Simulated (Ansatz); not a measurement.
## Run report: Si$_{2}$H$_{4}$OF$_{2}$, geometry relaxation

Si$_{2}$H$_{4}$OF$_{2}$, computed with RKS r2SCAN-D4/def2-SVP (Ansatz 0.2.0).

The input holds or restrains some coordinates. Forces given for the steps count only the free coordinates. It belongs to a series of runs on one base structure; here: pulled along the bonds that form and break, towards end A. Figures and captions count atoms from 1; the log counts them from 0 in places.

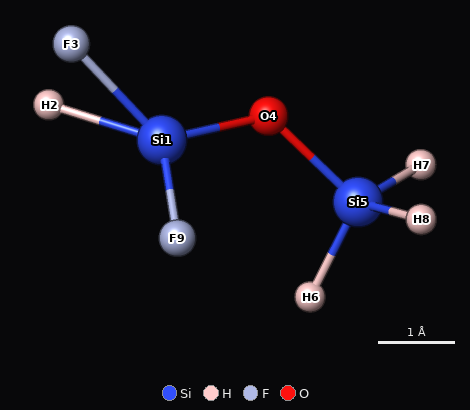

**Figure 1.** The structure as given in the input (ball-and-stick view, seen at a tilt; atoms are numbered from 1 in the order of the input).

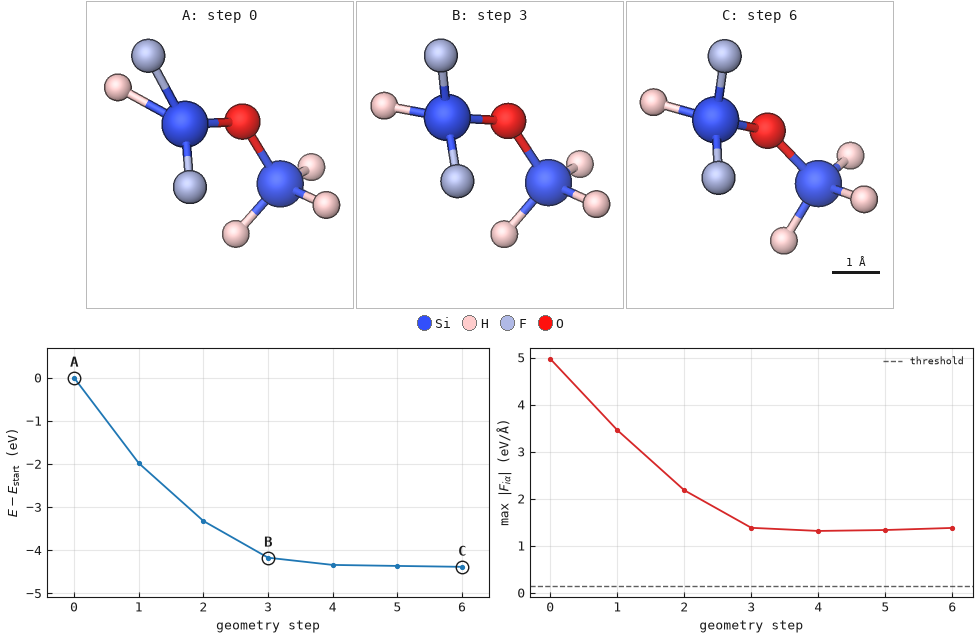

**Figure 2.** Frames of the restrained relaxation (ball-and-stick view, seen at a tilt) above the curves, on which the letters mark them (the first geometry is step 0 here and step 1 in the log).

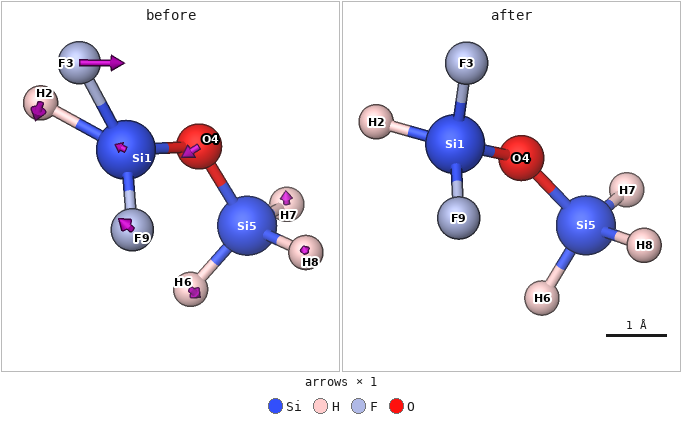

**Figure 3.** Before (left) and after (right) the restrained relaxation, at one scale (ball-and-stick view, seen at a tilt). The pink arrows give the displacements, at true length. The largest move after the best rigid fit is that of F3, 0.79 Å. Largest moves by element: F 0.79 Å, H 0.39 Å, O 0.37 Å, Si 0.22 Å. Among the contacts that change: Si1–H2 1.660 → 1.444 Å, Si1–F3 1.790 → 1.588 Å, Si1–O4 1.679 → 1.621 Å, Si5–H6 1.460 → 1.489 Å. Among the angles that change: H2–Si1–F3 43.3° → 91.5°, Si1–O4–Si5 125.0° → 142.1°, F3–Si1–F9 122.7° → 110.5°. Over 6 geometry steps the energy falls by 4.385 eV. The largest force component goes from 5 to 1.4 eV/Å. (Atoms are counted from 1 in the order of the input.)

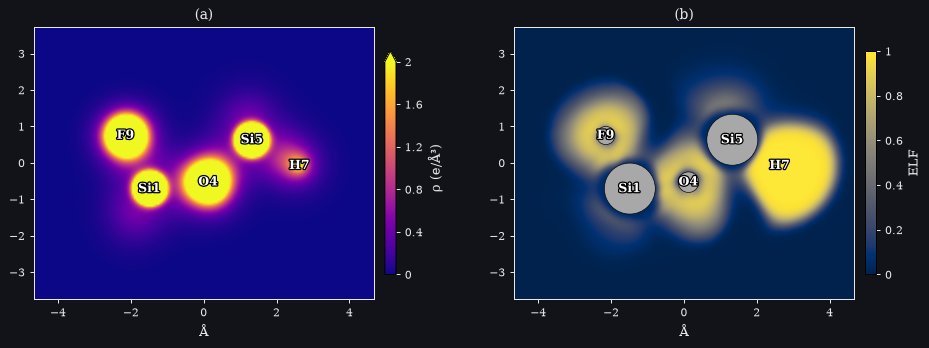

**Figure 4.** (a) total electron density; (b) ELF on the plane of atoms O4, Si5 and H7. Grey discs, where drawn, cover atomic cores. Si–O (1.67 Å): ρ at the midpoint is about 0.98 e/Å³; the ELF peaks at about 0.90 between the atoms.

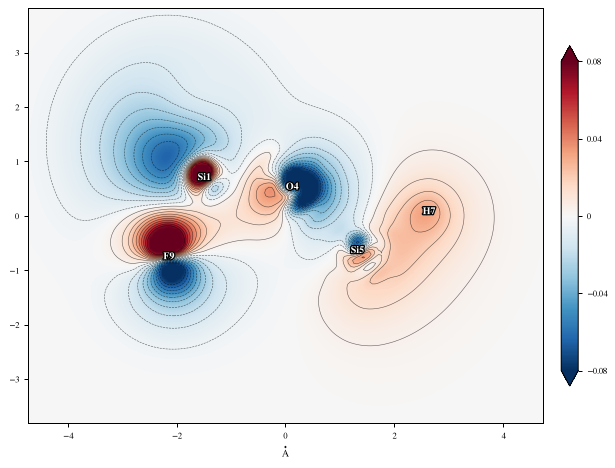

**Figure 5.** One frontier orbital on the plane of atoms Si1, O4 and Si5 (values in Å⁻³ᐟ²; the overall sign is arbitrary). The HOMO, at −8.35 eV. By Hirshfeld shares it lies mainly on O4 (30 %), Si5 (20 %), H6 (15 %) and H8 (15 %).

The input and output of the run follow.

Input:
```yaml
crystal:
  periodic: [false, false, false]
  atoms:
    - { symbol: Si, position_ang: [0.0, 0.0, 0.0] }
    - { symbol: H, position_ang: [0.8854, 0.0, 1.4041] }
    - { symbol: F, position_ang: [1.7331, 0.0, 0.448] }
    - { symbol: O, position_ang: [-0.7913, 1.3709, -0.5594] }
    - { symbol: Si, position_ang: [-2.4002, 1.4263, -1.0396] }
    - { symbol: H, position_ang: [-3.2124, 0.6421, -0.1138] }
    - { symbol: H, position_ang: [-2.862, 2.8114, -1.0378] }
    - { symbol: H, position_ang: [-2.5267, 0.8736, -2.385] }
    - { symbol: F, position_ang: [-0.7489, -1.2974, -0.5295] }
basis:
  gaussian: { orbitals: def2-SVP }
hamiltonian:
  xc: r2scan
  dispersion: d4
relax:
  f_tol: 0.15
  max_steps: 25
  restrain:
    - { distance: [1, 2], at: 2.12, k: 30.0 }
    - { distance: [0, 1], at: 1.46, k: 30.0 }
    - { distance: [0, 2], at: 1.59, k: 30.0 }
output:
  orbitals: {}
```

Launch command:
```bash
ansatz run input.yaml --threads 4 --pin off --max-ram 5120MiB --backend cpu --events-out ev --progress --plain --runs-dir out
```

What the program printed:
```
The last accepted step is kept in [file] (removed where the run ends without a failure and the disk answers)
Engine: ansatz 0.2.0, aarch64-unknown-linux-gnu
Functional definition: r2SCAN
  parameter k0 = 0.174
  parameter k1 = 0.065
  parameter a1 = 4.9479
  exchange = r2scan_x(k0 = k0, k1 = k1, a1 = a1)
  correlation = r2scan_c
1063 factors; their error is unknown
mean field evaluation 1: about -23280.2790 eV, gradient 6.1e1 eV
mean field evaluation 2: about -23258.8848 eV, gradient 1.2e2 eV
mean field evaluation 4: about -23286.3436 eV, gradient 8.5e0 eV
mean field evaluation 8: about -23286.4628 eV, gradient 1.6e-1 eV
mean field evaluation 16: about -23286.3788 eV, gradient 1.1e-4 eV
mean field -23286.37884498 eV, -855.7586384787 hartree, gradient 1.3e-5 eV, S^2 0.000000; 0 other end points of the search recorded, 0 dependent functions left out
the calculation of the forces begins
reference -23286.37885577 eV, -855.7586388750 hartree; 29, 29 occupied and 69, 69 virtual orbitals, 1063 factors
relax step   1: F+E_penalty+E_count = -23286.42373166 eV  Δ(F+E_penalty+E_count) = +0.000e0 eV  max|allowed force component| = 4.973e0 eV/Å  E_restraint = 11.84010469 eV  max|allowed force component, restraints' pulls added| = 2.441e1 eV/Å  Δτ_max = 0.0000 Å  (28 SCF iters, accepted)
  distance H 1 - F 2 = 1.2778 Å
  distance Si 0 - H 1 = 1.6599 Å
  distance Si 0 - F 2 = 1.7901 Å
these checks for a lower state are left out or cut short: starts, cluster_reference, orbital_swaps, neighbouring_geometries, increment
1063 factors; their error is unknown
mean field -23288.35989209 eV, -855.8314406172 hartree, gradient 1.3e-5 eV, S^2 0.000000; 0 other end points of the search recorded, 0 dependent functions left out
the calculation of the forces begins
reference -23288.35990251 eV, -855.8314410000 hartree; 29, 29 occupied and 69, 69 virtual orbitals, 1063 factors
relax step   2: F+E_penalty+E_count = -23288.40440256 eV  Δ(F+E_penalty+E_count) = -1.981e0 eV  max|allowed force component| = 3.458e0 eV/Å  E_restraint = 4.25497817 eV  max|allowed force component, restraints' pulls added| = 1.502e1 eV/Å  Δτ_max = 0.1948 Å  (34 SCF iters, accepted)
  distance H 1 - F 2 = 1.6312 Å
  distance Si 0 - H 1 = 1.5573 Å
  distance Si 0 - F 2 = 1.7778 Å
these checks for a lower state are left out or cut short: starts, cluster_reference, orbital_swaps, neighbouring_geometries, increment
1063 factors; their error is unknown
mean field evaluation 32: about -23289.7008 eV, gradient 2.2e-4 eV
mean field -23289.70078845 eV, -855.8807176494 hartree, gradient 9.7e-6 eV, S^2 0.000000; 0 other end points of the search recorded, 0 dependent functions left out
the calculation of the forces begins
reference -23289.70079866 eV, -855.8807180247 hartree; 29, 29 occupied and 69, 69 virtual orbitals, 1063 factors
relax step   3: F+E_penalty+E_count = -23289.74568146 eV  Δ(F+E_penalty+E_count) = -1.341e0 eV  max|allowed force component| = 2.179e0 eV/Å  E_restraint = 0.62743264 eV  max|allowed force component, restraints' pulls added| = 5.731e0 eV/Å  Δτ_max = 0.1949 Å  (35 SCF iters, accepted)
  distance H 1 - F 2 = 1.9606 Å
  distance Si 0 - H 1 = 1.5135 Å
  distance Si 0 - F 2 = 1.7064 Å
these checks for a lower state are left out or cut short: starts, cluster_reference, orbital_swaps, neighbouring_geometries, increment
1063 factors; their error is unknown
mean field -23290.55200527 eV, -855.9119992905 hartree, gradient 9.1e-6 eV, S^2 0.000000; 0 other end points of the search recorded, 0 dependent functions left out
the calculation of the forces begins
reference -23290.55201544 eV, -855.9119996641 hartree; 29, 29 occupied and 69, 69 virtual orbitals, 1063 factors
relax step   4: F+E_penalty+E_count = -23290.59720059 eV  Δ(F+E_penalty+E_count) = -8.515e-1 eV  max|allowed force component| = 1.381e0 eV/Å  E_restraint = 0.02770035 eV  max|allowed force component, restraints' pulls added| = 1.200e0 eV/Å  Δτ_max = 0.1948 Å  (36 SCF iters, accepted)
  distance H 1 - F 2 = 2.1559 Å
  distance Si 0 - H 1 = 1.4747 Å
  distance Si 0 - F 2 = 1.6086 Å
these checks for a lower state are left out or cut short: starts, cluster_reference, orbital_swaps, neighbouring_geometries, increment
1063 factors; their error is unknown
mean field -23290.71947078 eV, -855.9181535345 hartree, gradient 8.8e-6 eV, S^2 0.000000; 0 other end points of the search recorded, 0 dependent functions left out
the calculation of the forces begins
reference -23290.71948086 eV, -855.9181539051 hartree; 29, 29 occupied and 69, 69 virtual orbitals, 1063 factors
relax step   5: F+E_penalty+E_count = -23290.76457131 eV  Δ(F+E_penalty+E_count) = -1.674e-1 eV  max|allowed force component| = 1.315e0 eV/Å  E_restraint = 0.03719550 eV  max|allowed force component, restraints' pulls added| = 4.855e-1 eV/Å  Δτ_max = 0.2000 Å  (34 SCF iters, accepted)
  distance H 1 - F 2 = 2.1689 Å
  distance Si 0 - H 1 = 1.4521 Å
  distance Si 0 - F 2 = 1.5951 Å
these checks for a lower state are left out or cut short: starts, cluster_reference, orbital_swaps, neighbouring_geometries, increment
1063 factors; their error is unknown
mean field -23290.74286002 eV, -855.9190130732 hartree, gradient 8.9e-6 eV, S^2 0.000000; 0 other end points of the search recorded, 0 dependent functions left out
the calculation of the forces begins
reference -23290.74287017 eV, -855.9190134463 hartree; 29, 29 occupied and 69, 69 virtual orbitals, 1063 factors
relax step   6: F+E_penalty+E_count = -23290.78804367 eV  Δ(F+E_penalty+E_count) = -2.347e-2 eV  max|allowed force component| = 1.334e0 eV/Å  E_restraint = 0.03985639 eV  max|allowed force component, restraints' pulls added| = 1.982e-1 eV/Å  Δτ_max = 0.1184 Å  (28 SCF iters, accepted)
  distance H 1 - F 2 = 2.1701 Å
  distance Si 0 - H 1 = 1.4477 Å
  distance Si 0 - F 2 = 1.5894 Å
these checks for a lower state are left out or cut short: starts, cluster_reference, orbital_swaps, neighbouring_geometries, increment
1063 factors; their error is unknown
mean field evaluation 64: about -23290.7636 eV, gradient 9.7e-6 eV
mean field -23290.76360235 eV, -855.9197753399 hartree, gradient 9.7e-6 eV, S^2 0.000000; 0 other end points of the search recorded, 0 dependent functions left out
the calculation of the forces begins
reference -23290.76361250 eV, -855.9197757128 hartree; 29, 29 occupied and 69, 69 virtual orbitals, 1063 factors
relax step   7: F+E_penalty+E_count = -23290.80887644 eV  Δ(F+E_penalty+E_count) = -2.083e-2 eV  max|allowed force component| = 1.379e0 eV/Å  E_restraint = 0.04811303 eV  max|allowed force component, restraints' pulls added| = 5.785e-2 eV/Å  Δτ_max = 0.1368 Å  (29 SCF iters, accepted)
  distance H 1 - F 2 = 2.1744 Å
  distance Si 0 - H 1 = 1.4445 Å
  distance Si 0 - F 2 = 1.5879 Å
1063 factors; their error is unknown
mean field -23290.76360235 eV, -855.9197753399 hartree, gradient 9.7e-6 eV, S^2 0.000000; 1 other end points of the search recorded, 0 dependent functions left out
the calculation of the forces begins
reference -23290.76361250 eV, -855.9197757128 hartree; 29, 29 occupied and 69, 69 virtual orbitals, 1063 factors
Total energy: -23290.80888659 eV, -855.9214395048 hartree
Atom 0 at     0.112595    -0.005212     0.197345 Å, force     0.232657    -0.060891     0.449073 eV/Å
Atom 1 at     0.532839    -0.043265     1.578787 Å, force    -0.920296    -0.167600     0.954178 eV/Å
Atom 2 at     1.603982     0.232775    -0.293259 Å, force     0.721309     0.184443    -1.378858 eV/Å
Atom 3 at    -0.904866     1.167181    -0.269993 Å, force     0.028063     0.001046     0.027645 eV/Å
Atom 4 at    -2.386834     1.413355    -1.009323 Å, force    -0.029077     0.023854    -0.043098 eV/Å
Atom 5 at    -3.447965     0.745552    -0.205845 Å, force    -0.033585     0.012579     0.006774 eV/Å
Atom 6 at    -2.614376     2.880868    -1.061243 Å, force    -0.020421    -0.009246    -0.001529 eV/Å
Atom 7 at    -2.367712     0.840614    -2.384286 Å, force     0.002530     0.013300    -0.003481 eV/Å
Atom 8 at    -0.450665    -1.404968    -0.365183 Å, force     0.018820     0.002516    -0.010704 eV/Å
Dipole moment:    -0.359616     0.153567     0.045594 e Å
```

Trajectory as extended XYZ (Å, eV, eV/Å), 7 frames, from step=1 to step=7:
```
9
Properties=species:S:1:pos:R:3:forces:R:3 step=1 energy=-23286.42373
Si    0.0000    0.0000    0.0000   -0.1696   1.8629   4.9729
H     0.8854    0.0000    1.4041   -3.5130  -0.0611   1.2024
F     1.7331    0.0000    0.4480    2.9088   0.0512  -3.9983
O    -0.7913    1.3709   -0.5594    1.1953  -1.0325  -0.4943
Si   -2.4002    1.4263   -1.0396    0.0143   0.1146  -0.1239
H    -3.2124    0.6421   -0.1138   -0.3125  -0.3265   0.3974
H    -2.8620    2.8114   -1.0378   -0.0309   0.5297   0.0436
H    -2.5267    0.8736   -2.3850   -0.0570  -0.2283  -0.5567
F    -0.7489   -1.2974   -0.5295   -0.0355  -0.9100  -1.4431
9
Properties=species:S:1:pos:R:3:forces:R:3 step=2 energy=-23288.40440
Si    0.0297    0.0067    0.1004    2.3414   1.3667   2.4907
H     0.7264   -0.0011    1.4932   -3.2479  -0.0721   0.6505
F     1.7999    0.0028    0.2650   -0.8277   0.0297  -3.4583
O    -0.7668    1.3490   -0.5603    1.0181  -1.4427   0.5116
Si   -2.3895    1.4241   -1.0384    0.2358  -0.0088  -0.0723
H    -3.2152    0.6385   -0.1092   -0.1769  -0.2172   0.2924
H    -2.8598    2.8172   -1.0369    0.0970   0.3415   0.0683
H    -2.5270    0.8706   -2.3920   -0.0045  -0.1499  -0.3671
F    -0.7207   -1.2807   -0.5348    0.5647   0.1528  -0.1159
9
Properties=species:S:1:pos:R:3:forces:R:3 step=3 energy=-23289.74568
Si    0.1158    0.0184    0.1379    1.4055   0.8560   0.6719
H     0.5550   -0.0026    1.5861   -2.1538  -0.0459   0.1021
F     1.8215    0.0048    0.0895   -1.8355   0.0495  -2.1793
O    -0.7462    1.3224   -0.5395    0.8566  -1.2753   0.7381
Si   -2.3775    1.4191   -1.0353    0.5318  -0.1523   0.1081
H    -3.2176    0.6349   -0.1044   -0.0917  -0.1273   0.1851
H    -2.8547    2.8211   -1.0348    0.2103   0.1666   0.0779
H    -2.5253    0.8683   -2.3974    0.0553  -0.0884  -0.2185
F    -0.6940   -1.2596   -0.5151    1.0214   0.6171   0.5146
9
Properties=species:S:1:pos:R:3:forces:R:3 step=4 energy=-23290.59720
Si    0.1446    0.0341    0.1653   -0.5280   0.6560   0.0528
H     0.4053    0.0008    1.6164   -1.2286  -0.0308   0.2567
F     1.7343    0.0423   -0.0806    0.0139   0.0509  -1.3811
O    -0.7291    1.2965   -0.5057    0.4040  -0.6826   0.4957
Si   -2.3499    1.3980   -1.0255    0.4687  -0.0136   0.1635
H    -3.2098    0.6241   -0.0892   -0.0129  -0.0517   0.0338
H    -2.7925    2.8203   -1.0164    0.1780  -0.0091   0.0464
H    -2.4939    0.8596   -2.4031    0.0731  -0.0474  -0.0337
F    -0.6319   -1.2489   -0.4742    0.6316   0.1283   0.3660
9
Properties=species:S:1:pos:R:3:forces:R:3 step=5 energy=-23290.76457
Si    0.0927    0.0161    0.1642    0.3284   0.2032   0.4664
H     0.4007    0.0132    1.5833   -1.0674  -0.0668   0.7486
F     1.6426    0.1444   -0.1900    0.5535  -0.0069  -1.3147
O    -0.7799    1.2568   -0.4540    0.0716  -0.4855   0.0949
Si   -2.3567    1.4080   -1.0276    0.1078   0.0813   0.0853
H    -3.2534    0.6241   -0.1283   -0.0586   0.0380  -0.0542
H    -2.6913    2.8574   -0.9807   -0.0352  -0.0632  -0.0270
H    -2.4448    0.8867   -2.4198   -0.0066   0.0164   0.0115
F    -0.5329   -1.3799   -0.3601    0.1064   0.2835  -0.0109
9
Properties=species:S:1:pos:R:3:forces:R:3 step=6 energy=-23290.78804
Si    0.0993    0.0147    0.1871    0.2771  -0.0331   0.3664
H     0.4681   -0.0411    1.5860   -1.0168  -0.1027   0.8699
F     1.6214    0.1817   -0.2387    0.7318   0.1306  -1.3345
O    -0.8326    1.2376   -0.3497    0.0674  -0.1982   0.0813
Si   -2.3647    1.4077   -1.0122   -0.0517   0.0966  -0.0738
H    -3.3395    0.6826   -0.1512   -0.0568   0.0177   0.0055
H    -2.6657    2.8637   -1.0515   -0.0186  -0.0373   0.0234
H    -2.4033    0.8457   -2.3921    0.0342  -0.0039   0.0252
F    -0.5061   -1.3657   -0.3906    0.0334   0.1302   0.0365
9
Properties=species:S:1:pos:R:3:forces:R:3 step=7 energy=-23290.80888
Si    0.1126   -0.0052    0.1973    0.2327  -0.0609   0.4491
H     0.5328   -0.0433    1.5788   -0.9203  -0.1676   0.9542
F     1.6040    0.2328   -0.2933    0.7213   0.1844  -1.3789
O    -0.9049    1.1672   -0.2700    0.0281   0.0010   0.0276
Si   -2.3868    1.4134   -1.0093   -0.0291   0.0239  -0.0431
H    -3.4480    0.7456   -0.2058   -0.0336   0.0126   0.0068
H    -2.6144    2.8809   -1.0612   -0.0204  -0.0092  -0.0015
H    -2.3677    0.8406   -2.3843    0.0025   0.0133  -0.0035
F    -0.4507   -1.4050   -0.3652    0.0188   0.0025  -0.0107
```

Key numbers:

```csv
quantity,value
outcome,converged under the restraints of the input
total energy,−23290.8089 eV
mean-field energy,−23290.7636 eV
"largest force (length of the vector) at the end, held atoms and coordinates included",1.567 eV/Å
hardware,"4 threads of Arm Neoverse V1, 24 GiB of memory available, shared host"
wall time,16 s (CPU time 57 s)
peak memory,0.17 GiB
```
